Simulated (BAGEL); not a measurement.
**BSiH3OF2 (SMILES FB(F)O[SiH3]), step by step**

Aim: the energy (HF/def2-SVP), then a single-point energy (NEVPT2(2,2)/def2-SVP), then the energy (CASPT2(2,2)/def2-SVP) of BSiH3OF2. 

Program for the calculation: BAGEL 1.2.2.

1 further run of the same task is left out (set aside as unsound or not needed).

## 1. The system as given

BSiH3OF2 has 8 atoms, charge 0, and is taken as a singlet. SMILES: `FB(F)O[SiH3]`. The coordinates come from a PBE0-D4/def2-TZVP relaxation.

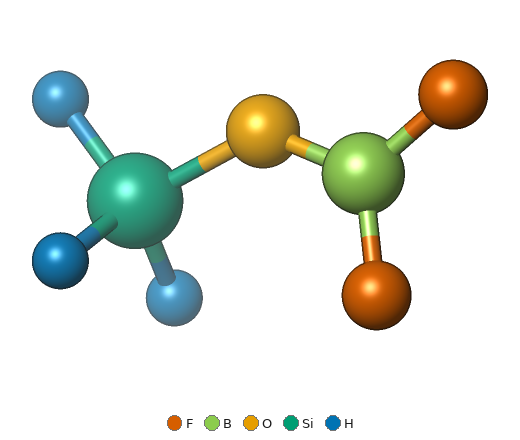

Viewed from a chosen angle; fluorine orange, boron green, oxygen amber, silicon teal, hydrogen blue.

## 2. A single-point energy at HF/def2-SVP (density fitting with svp-jkfit) (run 1)

The input, calc.json:

```json
{ "bagel" : [

{
  "title" : "molecule",
  "basis" : "svp",
  "df_basis" : "svp-jkfit",
  "angstrom" : true,
  "geometry" : [
    { "atom" : "F", "xyz" : [       1.644599,      -1.936200,       1.091800 ] },
    { "atom" : "B", "xyz" : [       0.585699,      -1.261700,       0.687700 ] },
    { "atom" : "F", "xyz" : [      -0.607700,      -1.793900,       0.922400 ] },
    { "atom" : "O", "xyz" : [       0.726599,      -0.084400,       0.064800 ] },
    { "atom" : "Si", "xyz" : [      -0.345101,       1.014900,      -0.568200 ] },
    { "atom" : "H", "xyz" : [      -1.234601,       1.517600,       0.506100 ] },
    { "atom" : "H", "xyz" : [       0.469499,       2.116500,      -1.124900 ] },
    { "atom" : "H", "xyz" : [      -1.146901,       0.370000,      -1.635500 ] }
  ]
},

{
  "title" : "hf"
},

{
  "title" : "print",
  "file" : "orbitals.molden",
  "orbitals" : true
}

]}
```

Run with:

```bash
$ BAGEL_NUM_THREADS=1 BAGEL calc.json > calc.out
```

Log:

```text
* using 1 threads per process

  ===============================================================
  ===============================================================

  *** Geometry ***

  { "atom" : "F", "xyz" : [      3.107842,     -3.658888,      2.063203 ] },
  { "atom" : "B", "xyz" : [      1.106811,     -2.384267,      1.299565 ] },
  { "atom" : "F", "xyz" : [     -1.148387,     -3.389980,      1.743083 ] },
  { "atom" : "O", "xyz" : [      1.373073,     -0.159493,      0.122454 ] },
  { "atom" : "Si", "xyz" : [     -0.652146,      1.917883,     -1.073742 ] },
  { "atom" : "H", "xyz" : [     -2.333058,      2.867848,      0.956390 ] },
  { "atom" : "H", "xyz" : [      0.887225,      3.999605,     -2.125753 ] },
  { "atom" : "H", "xyz" : [     -2.167329,      0.699199,     -3.090647 ] },

  Number of auxiliary basis functions:      488

  Since a DF basis is specified, we compute 2- and 3-index integrals:
    o Being stored without compression. Storage requirement is 0.031 GB

  Number of basis functions:       89
  Number of electrons      :       48

    * METHOD: MOLECULE                             0.23

  *** RHF ***

  === Nuclear Repulsion ===
   220.4289834229

      * DIIS with orbital gradients will be used.

  === RHF iteration (svp) ===
      0       -588.74493742          0.02023164           0.08
      1       -588.92456588          0.01243373           0.08
      2       -589.00098097          0.00103366           0.08
      3       -589.00190567          0.00032042           0.08
      4       -589.00196225          0.00007859           0.07
      5       -589.00196677          0.00001897           0.07
      6       -589.00196709          0.00000573           0.07
      7       -589.00196713          0.00000145           0.07
      8       -589.00196713          0.00000068           0.07
      9       -589.00196713          0.00000022           0.07
     10       -589.00196713          0.00000008           0.07
     11       -589.00196713          0.00000003           0.07
     12       -589.00196713          0.00000001           0.07
    * SCF iteration converged.

    * Permanent dipole moment:
           (    0.359954,    -0.612456,     0.342641) a.u.

    * METHOD: HF                                   1.17

    * METHOD: PRINT                                0.02

  ===============================================================
```

Run time: 1.6 s. Hardware: 1 thread of Arm Neoverse V1, shared host; peak memory 0.14 GiB.

## 3. The energy at NEVPT2(2,2)/def2-SVP (density fitting with svp-jkfit) (run 2)

calc.json: that of step 2 with these lines changed.

```diff
@@ -24,2 +24,23 @@
 {
+  "title" : "casscf",
+  "nstate" : 1,
+  "nact" : 2,
+  "nclosed" : 23,
+  "active" : [10, 40],
+  "maxiter" : 200,
+  "natocc" : true
+},
+
+{
+  "title" : "nevpt2",
+  "nstate" : 1,
+  "nact" : 2,
+  "nclosed" : 23,
+  "active" : [10, 40],
+  "maxiter" : 200,
+  "natocc" : true,
+  "ncore" : 9
+},
+
+{
   "title" : "print",
```

Run with:

```bash
$ BAGEL_NUM_THREADS=1 BAGEL calc.json > calc.out
```

Log:

```text
* using 1 threads per process

  ===============================================================
  ===============================================================

  *** Geometry ***

  { "atom" : "F", "xyz" : [      3.107842,     -3.658888,      2.063203 ] },
  { "atom" : "B", "xyz" : [      1.106811,     -2.384267,      1.299565 ] },
  { "atom" : "F", "xyz" : [     -1.148387,     -3.389980,      1.743083 ] },
[... 4 lines of this table left out ...]
  { "atom" : "H", "xyz" : [     -2.167329,      0.699199,     -3.090647 ] },

  Number of auxiliary basis functions:      488

  Since a DF basis is specified, we compute 2- and 3-index integrals:
    o Being stored without compression. Storage requirement is 0.031 GB

[... 18 lines left out ...]
    * SCF iteration converged.
[... 1 line left out ...]
    * Permanent dipole moment:
[... 27 lines left out ...]
    * Second-order optimization converged. *
[... 1 line left out ...]
     guess   0:   closed 1.                   open ..

  === FCI iteration ===

      0  0      -589.00182342     1.10e-01      0.00
      1  0      -589.01867320     3.49e-03      0.00
      2  0 *    -589.01870318     2.34e-16      0.00

     * ci vector, state   0, <S^2> = 0.0000
       2.     0.9970735786
       .2    -0.0764478829

    * METHOD: CASSCF                               6.24

    * freezing 9 orbitals

  === DF-NEVPT2 calculation ===

    * 3-index integral transformation done
    * assembly done

      NEVPT2 correlation energy:   -0.7021340972      0.24

          (+0)     -0.6063697136
          (+0)'    -0.0474153677
          (+1)     -0.0092190476
          (+1)'    -0.0000000000
          (+2)     -0.0004414905
          (-1)     -0.0333607402
          (-1)'     0.0000000000
          (-2)     -0.0053277375

      NEVPT2 total energy:       -589.7208372773

    * METHOD: NEVPT2                               0.37

    * METHOD: PRINT                                0.02

  ===============================================================
```

It took 8.1 s on 1 thread of Arm Neoverse V1, shared host; peak memory 0.14 GiB.

## 4. A single-point energy at CASPT2(2,2)/def2-SVP (density fitting with svp-jkfit) (run 3)

The input, input.json:

```json
{ "bagel" : [

{
  "title" : "molecule",
  "basis" : "svp",
  "df_basis" : "svp-jkfit",
  "angstrom" : "true",
  "geometry" : [
    { "atom" : "F", "xyz" : [       1.644599,      -1.936200,       1.091800 ] },
    { "atom" : "B", "xyz" : [       0.585699,      -1.261700,       0.687700 ] },
    { "atom" : "F", "xyz" : [      -0.607700,      -1.793900,       0.922400 ] },
    { "atom" : "O", "xyz" : [       0.726599,      -0.084400,       0.064800 ] },
    { "atom" : "Si", "xyz" : [      -0.345101,       1.014900,      -0.568200 ] },
    { "atom" : "H", "xyz" : [      -1.234601,       1.517600,       0.506100 ] },
    { "atom" : "H", "xyz" : [       0.469499,       2.116500,      -1.124900 ] },
    { "atom" : "H", "xyz" : [      -1.146901,       0.370000,      -1.635500 ] }
  ]
},

{
  "title" : "hf"
},

{
  "title" : "casscf",
  "nstate" : 1,
  "nact" : 2,
  "nclosed" : 23,
  "active" : [10, 40],
  "maxiter" : 200,
  "natocc" : "true"
},

{
  "title" : "print",
  "file" : "orbitals.molden",
  "orbitals" : "true"
},

{
  "title" : "smith",
  "method" : "caspt2",
  "ms" : "true",
  "xms" : "true",
  "sssr" : "true",
  "shift" : 0.2,
  "shift_imag" : "true",
  "ncore" : 9
}

]}
```

Run with:

```bash
$ BAGEL_NUM_THREADS=1 BAGEL input.json > input.out
```

Log:

```text
* using 1 threads per process

  ===============================================================
  ===============================================================

  *** Geometry ***

  { "atom" : "F", "xyz" : [      3.107842,     -3.658888,      2.063203 ] },
  { "atom" : "B", "xyz" : [      1.106811,     -2.384267,      1.299565 ] },
  { "atom" : "F", "xyz" : [     -1.148387,     -3.389980,      1.743083 ] },
[... 4 lines of this table left out ...]
  { "atom" : "H", "xyz" : [     -2.167329,      0.699199,     -3.090647 ] },

  Number of auxiliary basis functions:      488

  Since a DF basis is specified, we compute 2- and 3-index integrals:
    o Being stored without compression. Storage requirement is 0.031 GB

[... 18 lines left out ...]
    * SCF iteration converged.
[... 1 line left out ...]
    * Permanent dipole moment:
[... 27 lines left out ...]
    * Second-order optimization converged. *
[... 9 lines left out ...]
     * ci vector, state   0, <S^2> = 0.0000
[... 16 lines left out ...]
    * Zeroth order energy : state  0       -1.9310077722
[... 4 lines left out ...]
       #      aibj      arbs      arbi      airj      risj      airs      arst      rist         Etot      error   time
[... 2 lines left out ...]
       0  -0.60704  -0.00616  -0.03379  -0.01074  -0.00057  -0.04181  -0.00000  -0.00000   -0.7001042  0.0027968   0.13
       1  -0.60765  -0.00624  -0.03406  -0.01108  -0.00063  -0.04315  -0.00000  -0.00000   -0.7028008  0.0005024   0.11
       2  -0.60775  -0.00624  -0.03401  -0.01110  -0.00063  -0.04321  -0.00000  -0.00000   -0.7029454  0.0000955   0.11
       3  -0.60774  -0.00624  -0.03401  -0.01109  -0.00063  -0.04324  -0.00000  -0.00000   -0.7029489  0.0000185   0.11
       4  -0.60774  -0.00624  -0.03401  -0.01109  -0.00063  -0.04324  -0.00000  -0.00000   -0.7029491  0.0000040   0.12
       5  -0.60774  -0.00624  -0.03401  -0.01109  -0.00063  -0.04324   0.00000  -0.00000   -0.7029491  0.0000008   0.12

      ------------------------------------------------------------------------------------------------------------------

    * CASPT2 energy : state  0     -589.7237942649
        w/o shift correction       -589.7216522667
        reference weight              0.8498857873

    * METHOD: SMITH                                0.98

  ===============================================================
```

Wall time 9 s (1 thread of Arm Neoverse V1, shared host); peak memory 0.26 GiB.

## 5. What came out

| quantity | value |
| --- | --- |
| run 1, HF/def2-SVP: total energy | -589.00197 Eh |
| run 1, HF/def2-SVP: dipole moment | 2.00 D |
| run 1, HF/def2-SVP: HOMO energy | -13.23 eV |
| run 1, HF/def2-SVP: LUMO energy | 3.73 eV |
| run 1, HF/def2-SVP: HOMO–LUMO gap | 16.96 eV |
| run 2, NEVPT2(2,2)/def2-SVP: total energy | -589.72084 Eh |
| run 3, CASPT2(2,2)/def2-SVP: total energy | -589.72379 Eh |
